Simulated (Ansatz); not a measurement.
## Run report: CH7NSi, single-point calculation

System: CH7NSi.
Method: RKS PBE0-D4/def2-TZVPP (Ansatz 0.2.0).

The geometry is the reactant side of a reaction. The reaction was set up to form N2–H4 and to break Si1–N2 and C3–H4 (atoms counted from 1 in the order of the input); sticks are drawn by distance alone. The geometry comes from this level: PBE0-D4/def2-TZVP.

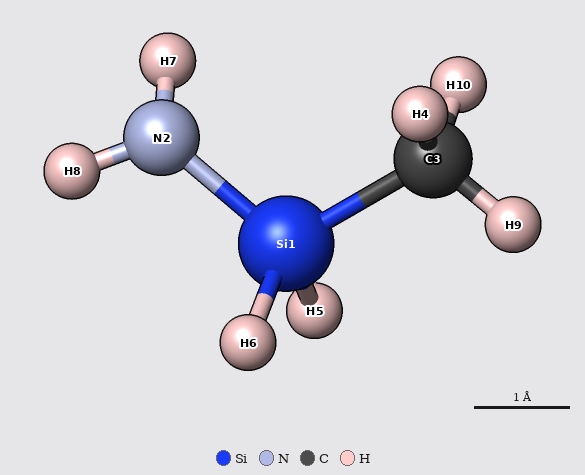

The structure as given in the input (ball-and-stick view, seen at a tilt; atoms are numbered from 1 in the order of the input). Bond lengths as drawn: C–H 1.09 Å, C–Si 1.86 Å, H–N 1.01 Å, H–Si 1.49 to 1.50 Å and N–Si 1.72 Å.

### Input file
```yaml
crystal:
  periodic: [false, false, false]
  atoms:
    - {symbol: Si, position_ang: [-0.451622, 0.144398, 0.474793]}
    - {symbol: N, position_ang: [0.741775, 1.387850, 0.419915]}
    - {symbol: C, position_ang: [0.001367, -1.208050, -0.725820]}
    - {symbol: H, position_ang: [0.979366, -1.630536, -0.486322]}
    - {symbol: H, position_ang: [-1.841274, 0.597897, 0.152874]}
    - {symbol: H, position_ang: [-0.469117, -0.349768, 1.878759]}
    - {symbol: H, position_ang: [0.936856, 1.854970, -0.451643]}
    - {symbol: H, position_ang: [0.806152, 2.037893, 1.186956]}
    - {symbol: H, position_ang: [-0.740370, -2.010360, -0.700208]}
    - {symbol: H, position_ang: [0.036967, -0.824394, -1.749203]}
basis:
  gaussian: {orbitals: def2-TZVPP}
hamiltonian: {xc: pbe0, dispersion: d4}
output: {orbitals: {seedname: orbitals}}
```

Launch command:
```bash
ansatz run in.yaml --threads 2 --pin off --events-out ev --progress --plain --max-ram 4352MiB
```

### What the program printed
```
Functional definition: PBE0
  name "PBE0"
  cite "Adamo & Barone, J. Chem. Phys. 110, 6158 (1999) doi:10.1063/1.478522"
  cite "Perdew, Burke & Ernzerhof, Phys. Rev. Lett. 77, 3865 (1996) doi:10.1103/PhysRevLett.77.3865"
  parent pbe
  parameter a = 0.25
  parameter kappa = 0.804
  parameter beta = 0.06672455060314922
  exchange = (1 - a)*pbe_x(kappa = kappa, mu = beta*pi^2/3) + a*exact_x
  correlation = pbe_c(beta = beta)
1039 factors; their error is unknown
mean field evaluation 1: about -10504.5614 eV, gradient 7.1e1 eV
mean field evaluation 2: about -10496.2830 eV, gradient 8.9e1 eV
mean field evaluation 4: about -10514.5746 eV, gradient 4.8e0 eV
mean field evaluation 8: about -10514.6255 eV, gradient 1.7e-2 eV
mean field evaluation 16: about -10514.6412 eV, gradient 4.2e-5 eV
mean field -10514.64115538 eV, -386.4059353803 hartree, gradient 4.2e-5 eV, S^2 0.000000; 0 other end points of the search recorded, 0 dependent functions left out
reference -10514.64118548 eV, -386.4059364866 hartree; 17, 17 occupied and 185, 185 virtual orbitals, 1039 factors
Total energy: -10514.77085983 eV, -386.4107019309 hartree
```

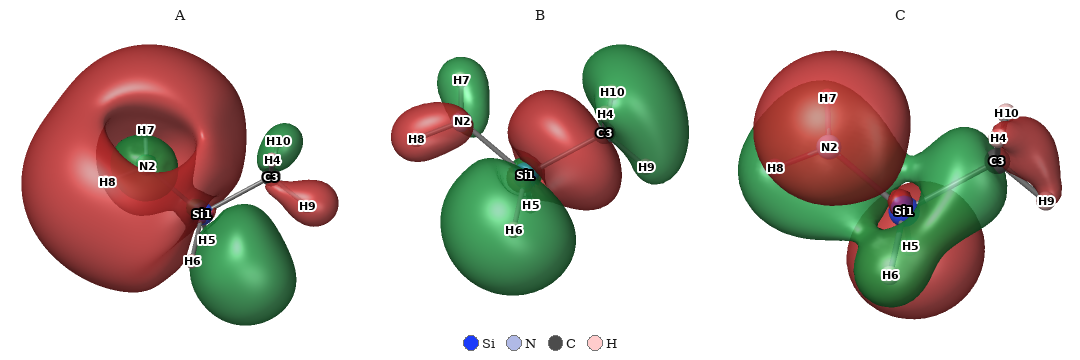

Three frontier orbitals at ±0.06 Å⁻³ᐟ² (green and red are the two phases). B is the HOMO−1 (−8.99 eV). Its weight (Hirshfeld) is mainly on Si1 (30 %), C3 (30 %) and H6 (25 %). C is the HOMO (−7.25 eV). A is the LUMO (0.75 eV). It lies mainly on Si1 (30 %), H8 (20 %), H7 (20 %) and N2 (15 %). The HOMO–LUMO gap is 8.00 eV between the orbital energies.

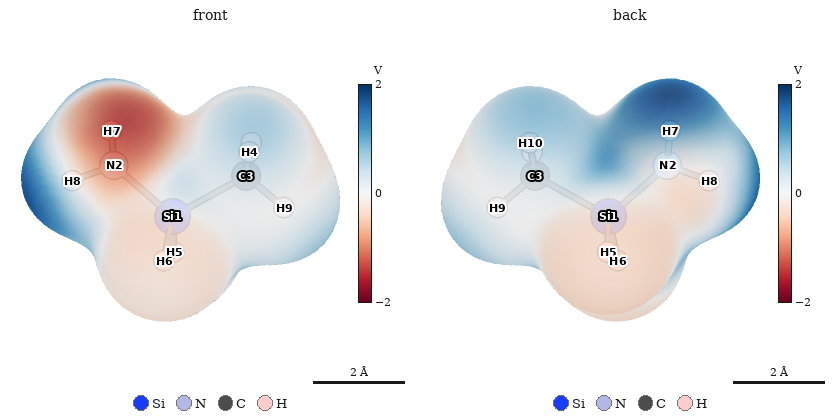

The molecular electrostatic potential painted on the density surface at 0.002 e/bohr³, seen face on and from behind; red is negative and blue positive.

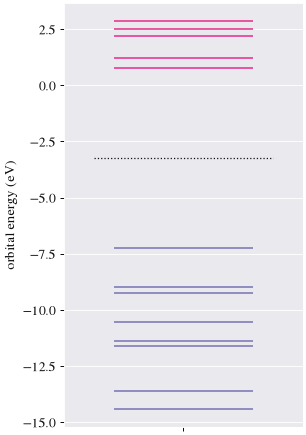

Orbital energies near the frontier; the dotted line parts filled from empty levels, and levels within 0.02 eV of each other stand side by side. Highest filled −7.25 eV, lowest empty 0.75 eV, 8.00 eV apart.

### Key numbers

```json
{"quantity": "outcome", "value": "converged"}
{"quantity": "total energy", "value": "−10514.7709 eV"}
{"quantity": "mean-field energy", "value": "−10514.6412 eV"}
{"quantity": "dispersion energy", "value": "−0.1297 eV"}
{"quantity": "SCF solution under orbital rotations", "value": "stable"}
{"quantity": "HOMO", "value": "−7.25 eV"}
{"quantity": "LUMO", "value": "0.75 eV"}
{"quantity": "hardware", "value": "2 threads of Arm Neoverse V2, 23 GiB of memory available, shared host"}
{"quantity": "wall time", "value": "2.3 s (CPU time 4.4 s)"}
{"quantity": "peak memory", "value": "0.4 GiB"}
```
